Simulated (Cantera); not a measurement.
A closed system holds: 1 mol C3H8, 3.7 mol H2, 1.7 mol N2, equilibrated at 1.00 bar.

These are equilibrium values from Cantera (NASA tables, ideal gas, pure condensed phases), not measurements of a reactor. Candidate condensed phases: C, C6H6, C7H8, C8H18; 92 gas species. Equilibrium is a limit: real reactors are often held back by kinetics, nucleation or transport.

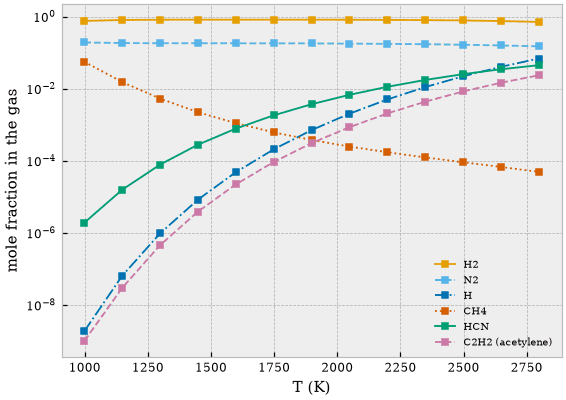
Equilibrium gas composition (values under 1e-9 drawn at 1e-9)

From 998 K to 2798 K the condensed part is C(graphite). The main C-bearing gas is CH4 at 998 K and C2H2 (acetylene) at 2798 K. The share of C in condensed phases is highest at 1598 K (99.4 %) and lowest at 2798 K (67.1 %).
